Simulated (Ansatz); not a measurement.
# ClF₂Si₂ (charge +1): what the fields show

Input file:

```
crystal:
  periodic: [false, false, false]
  atoms:
    - {symbol: Cl, position_ang: [-0.501417, 1.037076, 0.114073]}
    - {symbol: F, position_ang: [-1.184919, -1.179171, -1.812284]}
    - {symbol: F, position_ang: [1.762171, -0.032130, -1.564218]}
    - {symbol: Si, position_ang: [-2.166129, -0.379076, -0.851658]}
    - {symbol: Si, position_ang: [1.825173, 1.078131, -0.428882]}
basis:
  gaussian: {orbitals: def2-TZVPD}
total_charge: 1
hamiltonian: {xc: {name: PBE0}}
output: {forces: true, orbitals: {seedname: orbitals}}
```

Command:

```sh
ansatz run input.yaml --threads 1 --pin off --max-ram 2610MiB --events-out events.jsonl --progress --plain --runs-dir runs
```

Geometry: B3LYP/6-31G*.

Theory: Ansatz, isolated molecule in a Gaussian basis; Kohn-Sham density functional theory, functional PBE0.

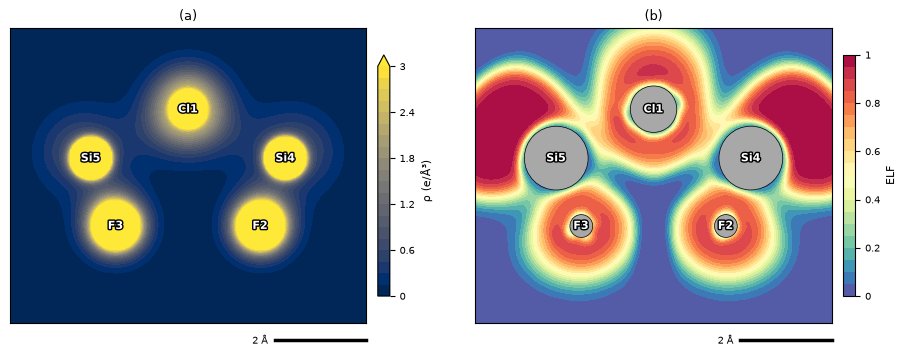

Figure 1. (a) total electron density; (b) ELF on the molecular plane. Grey discs cover the atomic cores in the ELF map.

**What does the map show?**

The plane passes through Cl, F and Si nuclei. Si–F (1.59 Å): ρ is about 1.2 e/Å³ halfway; the ELF peaks at about 0.85 in the valence shell of F, 0.5 Å from its nucleus, and is about 0.50 at the midpoint. Si–Cl (2.39 Å): ρ is about 0.48 e/Å³ halfway, with its minimum of 0.4 e/Å³ about 1.0 Å from Si; the ELF peaks at about 0.85 between the atoms: a polar covalent bond. The ELF also peaks beside F3, F2, Si4, Si5 and Cl1, away from the bonds: lone-pair regions.

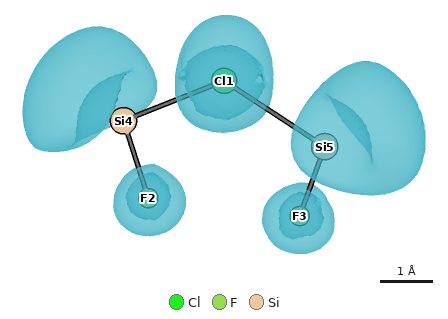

Figure 2. Isosurface of the electron localisation function at 0.8 (cyan), seen at a tilt. Core shells and regions of very low density are left out.

**Identify the bonds, lone pairs and shells in this picture.**

At this value the surface marks out two lobes on Si, pointing away from the bonds (lone pairs), one region wrapped around Cl (its lone pairs, merged into a ring or cap) and two regions wrapped around F (its lone pairs, merged into a ring or cap).

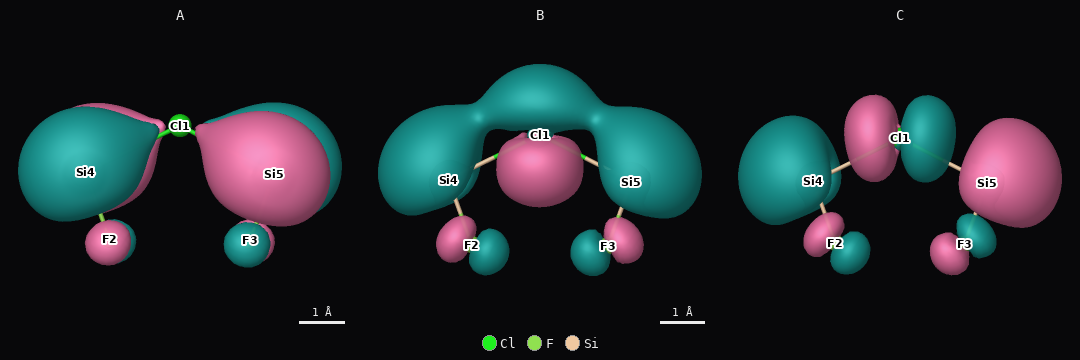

Figure 3. Three frontier orbitals at ±0.08 Å⁻³ᐟ² (teal and pink are the two phases), in no order.

**Which picture is the HOMO−1, the HOMO and the LUMO?**

B is the HOMO−1 (−14.50 eV). It lies mainly on Cl1 (about 40 %), Si4 (about 25 %) and Si5 (about 25 %); it is symmetric in the molecular plane (an in-plane orbital: σ, lone-pair or in-plane π type). C is the HOMO (−13.43 eV). By Hirshfeld shares it lies mainly on Si4 (about 35 %), Si5 (about 35 %) and Cl1 (about 25 %); it is symmetric in the molecular plane (an in-plane orbital: σ, lone-pair or in-plane π type). A is the LUMO (−8.01 eV). It lies mainly on Si4 (about 45 %) and Si5 (about 45 %); it changes sign across the molecular plane (π type).

**What is the HOMO–LUMO gap?**

5.42 eV between the orbital energies.
